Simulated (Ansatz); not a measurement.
# C$_{2}$H$_{7}$BOSi: nudged elastic band (part 2 of 2)

Continued. System: C$_{2}$H$_{7}$BOSi. Method: RKS PBE0-D4/def2-SVP (Ansatz 0.2.0). The run did not end well. One setting was made poor on purpose. It belongs to a series of runs on one base structure; here: band between the two ends.

Geometry of the input (Å):
```
C  -1.2079  0.1404  1.4177
B  -0.1968  0.0780  0.2473
C  1.1219  -0.7830  0.0412
O  1.5238  -0.4345  -1.2971
Si 0.2707  0.6731  -1.6317
H  -0.8087  -0.1938  2.3879
H  -2.0103  -0.5731  1.1388
H  -1.7050  1.1154  1.5296
H  0.9580  -1.8762  0.1392
H  1.9155  -0.5332  0.7765
H  0.7757  2.0585  -1.9019
H  -0.5599  0.2729  -2.8135
```

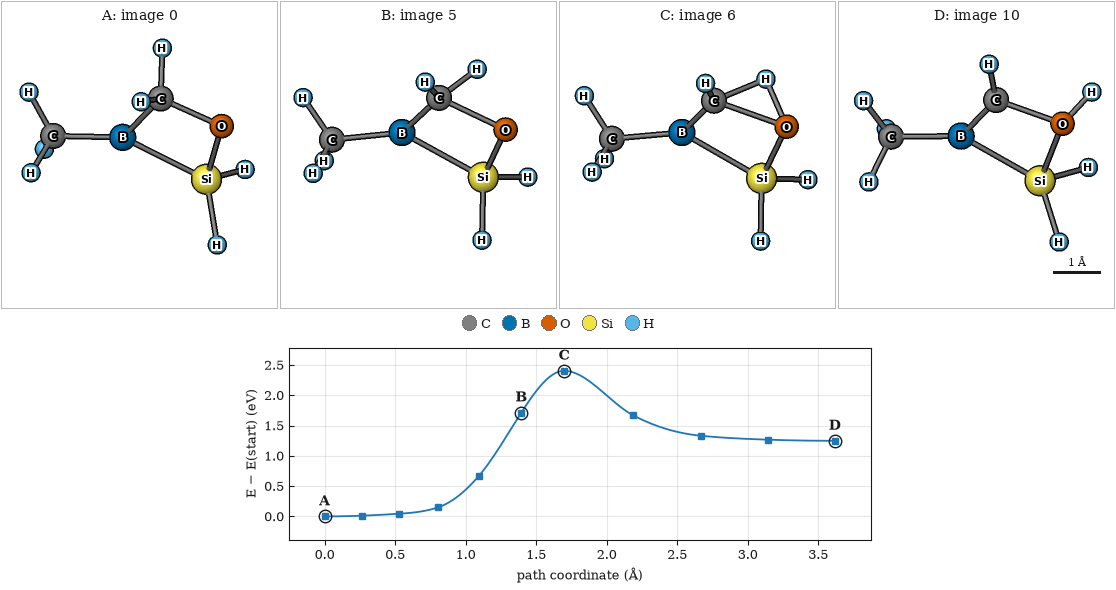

Fig. 1: Images of the last band (counted from 0; ball-and-stick, seen at a tilt) above the energy along the path; the line is a cubic interpolation that uses the forces. The highest image is number 6, 2.403 eV above the start and 1.156 eV above the end (the climbing image); the end lies 1.248 eV above the start. The path is 3.62 Å long. The band had not converged after 60 iterations.

```
Unfinished report: {"positions_ang":[[-1.3261429437003123,0.16944685366625642,1.403932737750802],[-0.13346135842243625,0.07807998082811486,0.3968169451438213],[0.9351145847003739,-0.930484415178055,0.18217176463041013],[1.6401773025101452,-0.5007796210483455,-1.2567914888710503],[0.3654214068196047,0.7266716330361742,-1.4168390401516622],[-1.0864005292847938,-0.11972789658590569,2.438316934884082],[-2.063800480578712,-0.5675317671406789,1.0347962380806905],[-1.8295995245666867,1.1467177102787078,1.412576696229408],[1.157479735887453,-1.9850888886513451,0.36096496394958894],[2.00949799959289,-0.3046926561512359,-0.15540122508341847],[0.9488349690462696,2.023782305448325,-1.8814082543526662],[-0.5401201720037924,0.20820577149798586,-2.4852362822100034]],"unchecked":["starts","cluster_reference","orbital_swaps","neighbouring_geometries","increment"],"mean_field":{"relativity":"none","state":{"energy":{"ev":-12770.942483276658,"hartree":-469.3234798046933},"converged":true,"gradient_ev":0.000056088439448188236,"stability":{"kind":"minimum","curvature_ev":22.38907220767702},"curvature_floor_ev":0.00030000000000000003,"spin_squared":-3.552713678800501e-15},"others":[],"fillings":{"estimated":0,"unestimated":0,"tried":0,"untried":0,"excluded_magnetic_sites":0},"n_dropped_functions":0,"n_trapped_functions":0,"passes":{"evaluations":2,"products":19},"factors":{"origin":"Cholesky decomposition","count":1189,"bound_ev":0.0012852462553804911},"gradient_stop_ev":0.00009,"reference_kind":"stationary","functional":{"name":"PBE0","citations":["Adamo & Barone, J. Chem. Phys. 110, 6158 (1999) doi:10.1063/1.478522","Perdew, Burke & Ernzerhof, Phys. Rev. Lett. 77, 3865 (1996) doi:10.1103/PhysRevLett.77.3865"],"text":"name \"PBE0\"\ncite \"Adamo & Barone, J. Chem. Phys. 110, 6158 (1999) doi:10.1063/1.478522\"\ncite \"Perdew, Burke & Ernzerhof, Phys. Rev. Lett. 77, 3865 (1996) doi:10.1103/PhysRevLett.77.3865\"\nparent pbe\nparameter a = 0.25\nparameter kappa = 0.804\nparameter beta = 0.06672455060314922\nexchange = (1 - a)*pbe_x(kappa = kappa, mu = beta*pi^2/3) + a*exact_x\ncorrelation = pbe_c(beta = beta)\n","parameters":{"a":{"value":0.25,"default":0.25},"beta":{"value":0.06672455060314922,"default":0.06672455060314922},"kappa":{"value":0.804,"default":0.804}},"final_grid":{"core_spheres":13.0,"valence_spheres":11.0,"degree":36.0},"final_grid_parameter_source":"default","radial_points_factor":1.0,"radial_grid_error_ev":3.235511906987185e-7,"grid_sensitivity":"normal","grid_sensitivity_ratio":0.001870803151768979},"unsmoothed_excess_ev":-0.00002864988178662557,"symmetry":{"irreps":["A"],"axes":[[0.9999272893684191,0.0034134514863517983,0.011565652825336297],[-0.0032529292040058117,0.9998985194626145,-0.013869723431462175],[-0.011611822764734782,0.013831092705272694,0.9998369199257741]],"occupied":[{"A":23},{"A":23}]},"held":{"pivots":1189,"left_out":0,"joined":0},"density_repulsion":{"missed_ev":0.000017040379590664856,"excess_ev":0.0,"most_excess_ev":0.0001242,"are_drawn_again":false,"n_first_factors":1189,"energy_change_ev":0.0,"n_dropped_ends":0}},"factors":{"origin":"Cholesky decomposition","count":1189,"bound_ev":0.0012852462553804911},"n_frozen":0,"n_occupied":[23,23],"n_virtual":[86,86],"reference":{"ev":-12770.942483276658,"hartree":-469.3234798046933},"dispersion":{"energy":{"ev":-0.1999392266237856,"hartree":-0.0073476310547487935},"switches_in_reach":[]},"total":{"ev":-12771.142422503282,"hartree":-469.33082743574806},"forces_ev_per_angstrom":[[-0.009280523354298388,-0.011518985971005,0.008964112480770286],[-0.046023920822993704,-0.03151453080803122,-0.03722209796604797],[-0.05083706906835618,-0.027152472475675905,-0.043483606732632483],[0.03421566267387771,0.03273069303012566,0.04193004224143576],[0.0015462847453356736,0.0007696082819437164,-0.02000725049134934],[0.056974927341835416,-0.01844009579035046,-0.007658106454749359],[-0.07182435015783166,0.022692842069389783,0.06947076750795617],[0.03868037111347622,0.012764883893075224,0.05170116765041004],[0.018668810497732443,-0.009667493045767663,-0.026565140201164263],[-0.05356659523953537,0.0666650805708725,0.04818423040876061],[0.016428947762046144,-0.006963984225819026,-0.027092565842406845],[0.06501745450406254,-0.030365545518775704,-0.05822155259873658]],"charge_distribution":{"dipole_moment_e_ang":[-0.07227391758196808,0.05603366250018352,0.09992618370580882],"mulliken_charges_e":[-0.12447077721535038,-0.1963673503131389,-0.0700107805638499,-0.4448499268207762,0.46020813643686687,0.06192127550489812,0.07087297181455787,0.06072108691613087,0.08051334522333176,0.2347152872874687,-0.07121033996852155,-0.062042928301640154],"lowdin_charges_e":[0.02693512853256319,-0.510240190969605,0.048725165783583435,0.00653909951664744,0.39330188903098495,0.033088516497949416,0.04836129085075269,0.023783170162546163,0.02161829752556066,0.04121169052607565,-0.07846863331951748,-0.054855424137525644]},"n_threads":2,"memory_gib":2.556818182580173,"seconds":{"hamiltonian":0.845024492,"orbitals":0.0,"second_order":0.0,"solver_start":0.0,"cycles":0.0,"cycle":0.0,"perturbative":0.0,"full_ci_increment":0.0,"forces":0.0}}
this run last wrote the band of iteration 60 to [file]
Error: NEB band did not converge after 60 iterations: max|band force component| = 1.33e-1 eV/Å (threshold 5.0e-2); raise `neb.max_iterations` in a new run, which can start from the last band evaluated (`neb.initial_path`, with `crystal.atoms` and `neb.final_atoms` set to its first and last images), add images, or start from endpoints closer to local minima. Where this run's directory can be resumed (`checkpoint.write`), a resume goes on for up to `neb.max_iterations` more; to start a new run from the last band, take its images' positions from the `neb_iteration` event of iteration 60 (`data.images[].positions_ang`), in the event stream of the run that computed that iteration (not this run's, if it was resumed behind it). With `checkpoint.write`, `steps/00-neb/state/checkpoint.json` in the run directory holds the last saved band, under `neb.evaluated.images[].positions_ang` (a band under a hybrid functional on support functions is neither saved nor resumed: `neb.initial_path` says where its path is): check the last entry of `neb.iterations` there, which is earlier than 60 if that iteration was not saved or its write failed. If the band's step has no `state` directory and holds `state.next`, a write was cut short, and the file is under `state.next` instead (behind a loss of power it can be under `state.prev`)
this run wrote the band of iteration 60 to [file] as well, whether or not its events were kept: a new run's `neb.initial_path` can list its `images[].positions_ang`
a run's events are kept only if it was started with --events-out <file>, and are in that file
```

**The last band as extended XYZ (Å, eV, eV/Å)**
```
12
Properties=species:S:1:pos:R:3:forces:R:3 image=0 energy=-12773.54582
C    -1.2079    0.1404    1.4177    0.0026  -0.0021   0.0077
B    -0.1968    0.0780    0.2473    0.0080  -0.0091  -0.0035
C     1.1219   -0.7830    0.0412   -0.0086   0.0070   0.0034
O     1.5238   -0.4345   -1.2971   -0.0015   0.0020  -0.0021
Si    0.2707    0.6731   -1.6317    0.0074  -0.0008  -0.0035
H    -0.8087   -0.1938    2.3879   -0.0015   0.0000  -0.0009
H    -2.0103   -0.5731    1.1388   -0.0017   0.0026  -0.0032
H    -1.7050    1.1154    1.5296   -0.0009   0.0010  -0.0005
H     0.9580   -1.8762    0.1392    0.0002   0.0003   0.0007
H     1.9155   -0.5332    0.7765    0.0001  -0.0004  -0.0008
H     0.7757    2.0585   -1.9019   -0.0013   0.0012   0.0016
H    -0.5599    0.2729   -2.8135   -0.0028  -0.0018   0.0010
12
Properties=species:S:1:pos:R:3:forces:R:3 image=1 energy=-12773.53349
C    -1.2108    0.1475    1.4087    0.0010  -0.0040   0.0045
B    -0.1470    0.0991    0.2883   -0.0223  -0.0041  -0.0187
C     1.1528   -0.7869    0.0470   -0.0187   0.0007  -0.0032
O     1.4730   -0.4921   -1.3279    0.0111   0.0093   0.0055
Si    0.2629    0.6790   -1.6024    0.0062   0.0002  -0.0147
H    -0.8861   -0.1665    2.4122    0.0392  -0.0126  -0.0095
H    -1.9578   -0.5997    1.0652   -0.0142   0.0001   0.0290
H    -1.7556    1.1014    1.4625    0.0081  -0.0014   0.0342
H     0.9776   -1.8732    0.1890   -0.0016  -0.0027  -0.0072
H     2.0024   -0.5331    0.7149   -0.0436   0.0190   0.0242
H     0.8195    2.0408   -1.8891    0.0076   0.0006  -0.0129
H    -0.6540    0.3283   -2.7346    0.0272  -0.0052  -0.0313
12
Properties=species:S:1:pos:R:3:forces:R:3 image=2 energy=-12773.50111
C    -1.2179    0.1496    1.3995    0.0117  -0.0100   0.0060
B    -0.1066    0.1114    0.3257   -0.0355  -0.0053  -0.0381
C     1.1776   -0.7956    0.0479   -0.0209   0.0154   0.0035
O     1.4034   -0.5575   -1.3582    0.0207   0.0175   0.0134
Si    0.2561    0.6874   -1.5706   -0.0086  -0.0110  -0.0408
H    -0.9655   -0.1587    2.4248    0.0815  -0.0277  -0.0160
H    -1.9269   -0.6103    1.0032   -0.0143  -0.0017   0.0387
H    -1.7838    1.0928    1.4095    0.0211  -0.0054   0.0544
H     1.0316   -1.8768    0.2451   -0.0192   0.0095  -0.0116
H     2.0729   -0.5018    0.6339   -0.0646   0.0142   0.0981
H     0.8715    2.0196   -1.8768    0.0064  -0.0140  -0.0228
H    -0.7353    0.3846   -2.6502    0.0217   0.0185  -0.0850
12
Properties=species:S:1:pos:R:3:forces:R:3 image=3 energy=-12773.39676
C    -1.2496    0.1493    1.4006    0.0902  -0.0264  -0.0215
B    -0.1061    0.0937    0.3466   -0.0017  -0.0088  -0.1017
C     1.1714   -0.8259    0.0271    0.1488   0.1236  -0.0385
O     1.3568   -0.6111   -1.3923   -0.1702  -0.0793   0.0100
Si    0.2859    0.7012   -1.5345   -0.1538  -0.0663  -0.1722
H    -1.0332   -0.1664    2.4328    0.1319  -0.0522  -0.0386
H    -1.9872   -0.5829    1.0041    0.0585   0.0005  -0.0124
H    -1.7876    1.1108    1.4150    0.0881  -0.0284   0.0047
H     1.1331   -1.9055    0.2802   -0.0193   0.1198  -0.0724
H     2.0844   -0.4076    0.4839    0.0217  -0.0999   0.7180
H     0.9291    2.0205   -1.8532   -0.0105  -0.0797  -0.0129
H    -0.7202    0.3685   -2.5763   -0.1835   0.1972  -0.2625
12
Properties=species:S:1:pos:R:3:forces:R:3 image=4 energy=-12772.87262
C    -1.2853    0.1596    1.4054    0.1758  -0.0278  -0.0428
B    -0.1226    0.0868    0.3646    0.0224   0.0110  -0.2383
C     1.1163   -0.8661    0.0397    0.7206   0.3047  -0.6371
O     1.4261   -0.5872   -1.3890   -0.9221  -0.4714  -0.2913
Si    0.3437    0.7136   -1.4915   -0.1893  -0.1207  -0.4337
H    -1.0650   -0.1476    2.4397    0.1182  -0.0695  -0.0369
H    -2.0339   -0.5705    1.0267    0.0934   0.0161  -0.0226
H    -1.8072    1.1305    1.4220    0.1064  -0.0492  -0.0201
H     1.1507   -1.9446    0.3060    0.0310   0.2775  -0.2177
H     2.0478   -0.3542    0.2863    0.2559  -0.1360   2.2503
H     0.9427    2.0374   -1.8598    0.0059  -0.0379   0.0133
H    -0.6364    0.2868   -2.5162   -0.4181   0.3033  -0.3231
12
Properties=species:S:1:pos:R:3:forces:R:3 image=5 energy=-12771.83093
C    -1.3105    0.1678    1.4045    0.1480  -0.0104  -0.0197
B    -0.1319    0.0847    0.3842   -0.0381   0.0584  -0.1978
C     1.0392   -0.8954    0.1142    1.2374   0.4284  -0.8129
O     1.5345   -0.5404   -1.3478   -1.2102  -0.4668  -1.0364
Si    0.3689    0.7165   -1.4523    0.0745  -0.1600  -0.4659
H    -1.0803   -0.1280    2.4396    0.0784  -0.0661  -0.0140
H    -2.0535   -0.5683    1.0326    0.0388   0.0140   0.0121
H    -1.8231    1.1420    1.4146    0.0699  -0.0303   0.0028
H     1.1542   -1.9691    0.3445   -0.0003   0.2123  -0.1465
H     2.0116   -0.3272    0.0670   -0.0469  -0.1909   2.8254
H     0.9448    2.0304   -1.8752   -0.0204   0.0354   0.0121
H    -0.5769    0.2317   -2.4921   -0.3311   0.1761  -0.1592
12
Properties=species:S:1:pos:R:3:forces:R:3 image=6 energy=-12771.14239
C    -1.3261    0.1694    1.4039   -0.0093  -0.0115   0.0090
B    -0.1335    0.0781    0.3968   -0.0460  -0.0315  -0.0372
C     0.9351   -0.9305    0.1822   -0.0508  -0.0272  -0.0435
O     1.6402   -0.5008   -1.2568    0.0342   0.0327   0.0419
Si    0.3654    0.7267   -1.4168    0.0015   0.0008  -0.0200
H    -1.0864   -0.1197    2.4383    0.0570  -0.0184  -0.0077
H    -2.0638   -0.5675    1.0348   -0.0718   0.0227   0.0695
H    -1.8296    1.1467    1.4126    0.0387   0.0128   0.0517
H     1.1575   -1.9851    0.3610    0.0187  -0.0097  -0.0266
H     2.0095   -0.3047   -0.1554   -0.0536   0.0667   0.0482
H     0.9488    2.0238   -1.8814    0.0164  -0.0070  -0.0271
H    -0.5401    0.2082   -2.4852    0.0650  -0.0304  -0.0582
12
Properties=species:S:1:pos:R:3:forces:R:3 image=7 energy=-12771.87469
C    -1.3627    0.1654    1.4177   -0.1497  -0.0170   0.0697
B    -0.1650    0.0621    0.4196   -0.0539  -0.1663  -0.0096
C     0.7981   -0.9874    0.1418   -0.5363  -0.0303  -0.1595
O     1.6462   -0.5359   -1.1001    0.0465  -0.0660   0.5077
Si    0.3175    0.7444   -1.3589   -0.1534   0.0404   0.1559
H    -1.1024   -0.1124    2.4499    0.0033   0.0016   0.0191
H    -2.1081   -0.5625    1.0589   -0.2019   0.0211   0.1390
H    -1.8425    1.1541    1.4268   -0.0089   0.0117   0.0825
H     1.1265   -1.9942    0.3955   -0.0391  -0.1056   0.0969
H     2.2736   -0.1933   -0.4495    0.7678   0.4449  -0.8107
H     0.9881    1.9911   -1.8697    0.1140  -0.1046   0.0109
H    -0.4924    0.2132   -2.4981    0.2116  -0.0299  -0.1021
12
Properties=species:S:1:pos:R:3:forces:R:3 image=8 energy=-12772.21545
C    -1.4202    0.1404    1.4338   -0.0405  -0.0219   0.0127
B    -0.2184    0.0466    0.4276   -0.0770  -0.0278  -0.0164
C     0.8262   -0.9322    0.1866    0.0086  -0.0015   0.0081
O     1.5985   -0.5564   -1.0694   -0.0199  -0.0004   0.0267
Si    0.2794    0.7391   -1.3417   -0.0246  -0.0111  -0.0059
H    -1.1562   -0.1902    2.4500    0.0037  -0.0204   0.0056
H    -2.2194   -0.5259    1.0689   -0.1068   0.0176   0.0771
H    -1.8482    1.1514    1.5029    0.0054   0.0030   0.0449
H     1.1710   -1.9128    0.5270    0.0142   0.0446   0.0575
H     2.4531   -0.2044   -0.7849    0.1006   0.0463  -0.1736
H     1.0489    1.9462   -1.8105    0.0608  -0.0424   0.0423
H    -0.4377    0.2429   -2.5564    0.0756   0.0141  -0.0790
12
Properties=species:S:1:pos:R:3:forces:R:3 image=9 energy=-12772.27943
C    -1.4446    0.1166    1.4392   -0.0090  -0.0061   0.0034
B    -0.2697    0.0156    0.3986   -0.0218  -0.0160  -0.0159
C     0.8616   -0.8793    0.2283   -0.0021   0.0088   0.0030
O     1.5682   -0.5732   -1.0807   -0.0088  -0.0060  -0.0044
Si    0.2373    0.7004   -1.3758   -0.0088  -0.0110  -0.0132
H    -1.2069   -0.3798    2.3929    0.0058  -0.0165  -0.0021
H    -2.3458   -0.3718    1.0314   -0.0335   0.0138   0.0225
H    -1.7254    1.1579    1.6621    0.0162   0.0021   0.0185
H     1.2967   -1.7821    0.6663    0.0260   0.0279   0.0290
H     2.4558   -0.2196   -0.9169   -0.0084   0.0069  -0.0244
H     1.0403    1.9158   -1.7558    0.0177  -0.0158   0.0244
H    -0.3903    0.2442   -2.6555    0.0268   0.0120  -0.0408
12
Properties=species:S:1:pos:R:3:forces:R:3 image=10 energy=-12772.29798
C    -1.4573    0.0943    1.4399   -0.0107  -0.0016   0.0085
B    -0.3165   -0.0245    0.3632   -0.0038  -0.0004  -0.0076
C     0.8789   -0.8407    0.2487    0.0029   0.0042   0.0051
O     1.5542   -0.5838   -1.0849   -0.0029  -0.0067  -0.0026
Si    0.1961    0.6523   -1.4158    0.0072   0.0028   0.0026
H    -1.2785   -0.5657    2.3039   -0.0032   0.0093  -0.0113
H    -2.4405   -0.1726    1.0167    0.0133   0.0059   0.0071
H    -1.5506    1.1246    1.8223    0.0011  -0.0145  -0.0035
H     1.3993   -1.6504    0.7682    0.0010   0.0006  -0.0015
H     2.4379   -0.2025   -0.9654   -0.0020   0.0027   0.0009
H     0.9986    1.8892   -1.7169   -0.0022  -0.0018   0.0007
H    -0.3447    0.2244   -2.7460   -0.0009  -0.0005   0.0016
```

**Outcome**

| quantity | value |
| --- | --- |
| outcome | not converged |
| barrier, forward (band not converged) | 2.403 eV |
| barrier, backward | 1.156 eV |
| wall time | 8.1 min (CPU time 16 min) |
| peak memory | 0.28 GiB |

**What went wrong**

The run did not converge: “NEB band did not converge after 60 iterations: max|band force component| = 1.33e-1 eV/Å (threshold 5.0e-2); raise `neb.max_iterations` in a new run, which can start from the last band evaluated (`neb.initial_path`, with `crystal.atoms` and `neb.final_atoms` set to its first and last images), add images, or start from endpoints closer to local minima …” Its last values are not results. A deliberately poor setting: step length.
